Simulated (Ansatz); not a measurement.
# C2H4AlNO: what the fields show

Input

```
crystal:
  periodic: [false, false, false]
  atoms:
    - {symbol: N, position_ang: [0.884534, 2.023223, 0.113432]}
    - {symbol: C, position_ang: [0.635908, 0.831002, -0.102054]}
    - {symbol: O, position_ang: [0.589396, -0.348458, 0.656578]}
    - {symbol: C, position_ang: [0.309432, -0.228854, -0.983231]}
    - {symbol: Al, position_ang: [-1.132274, -1.073309, 0.078681]}
    - {symbol: H, position_ang: [1.077842, 2.208940, 1.094878]}
    - {symbol: H, position_ang: [1.136939, -0.662256, -1.541805]}
    - {symbol: H, position_ang: [-1.093355, -2.650827, 0.121614]}
    - {symbol: H, position_ang: [-2.319920, -0.145760, 0.544807]}
basis:
  gaussian: {orbitals: def2-TZVPP}
hamiltonian: {xc: pbe0, dispersion: d4}
output: {orbitals: {seedname: orbitals}}
```

Command:

```sh
ansatz run in.yaml --threads 2 --pin off --events-out ev --progress --plain --max-ram 4352MiB
```

Geometry: PBE0-D4/def2-TZVP.

Level of theory: RKS PBE0-D4/def2-TZVPP in Ansatz.

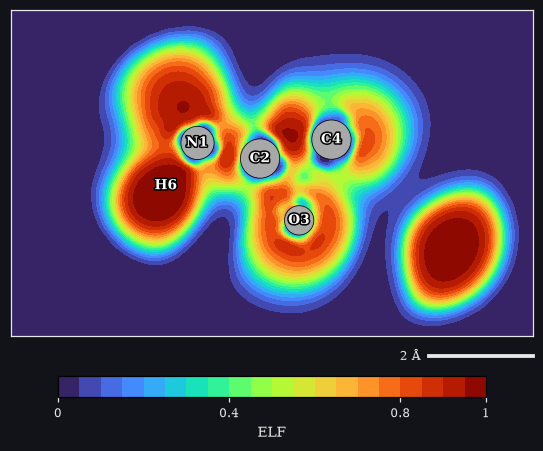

Figure 1. Electron localisation function on the plane of atoms O3, C2 and C4. Grey discs cover the atomic cores.

Question: What does the map show?

Answer: Atoms in the plane: N, C, O and H. C–N (1.24 Å): the ELF peaks at about 0.90 between the atoms; a short, multiple covalent bond. C–O (1.40 Å): the ELF peaks at about 0.85 between the atoms: a shared but strongly polarised pair. C–C (1.42 Å): the ELF peaks at about 0.90 between the atoms; localised, covalent bonding. N–H (1.02 Å): the ELF climbs to about 1 towards the hydrogen, as it does in any bond to H; an ordinary covalent bond to hydrogen. The ELF also peaks beside O3 and N1, away from the bonds: lone-pair regions.

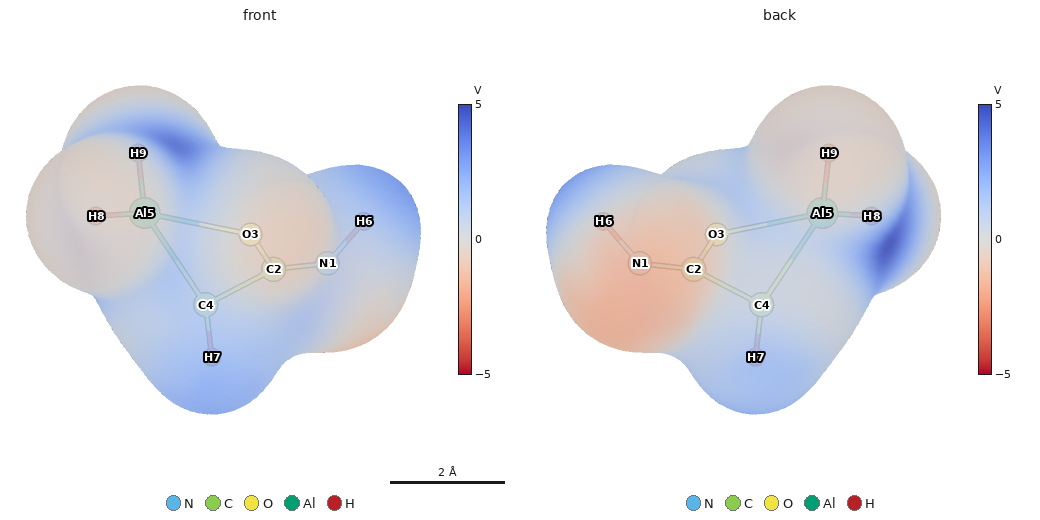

Figure 2. The molecular electrostatic potential painted on the density surface at 0.004 e/bohr³, seen from the front and from behind; the colour scale runs from red (negative) to blue (positive).

Question: Where is the surface potential most negative and most positive?

Answer: The most negative region (about −1.7 V) lies over N1, the most positive (about +4.4 V) over Al5. N1 is the likeliest acceptor of a hydrogen bond.

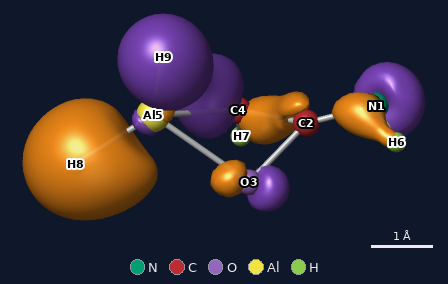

Figure 3. The HOMO−1 at ±0.15 Å⁻³ᐟ² (orange and purple are the two phases), seen from one side.

Question: Where does this orbital lie, and at what energy?

Answer: By Hirshfeld shares it lies mainly on Al5 (about 30 %), H8 (about 25 %), H9 (about 15 %), C4 (about 10 %) and N1 (about 10 %). Its energy is −8.52 eV.
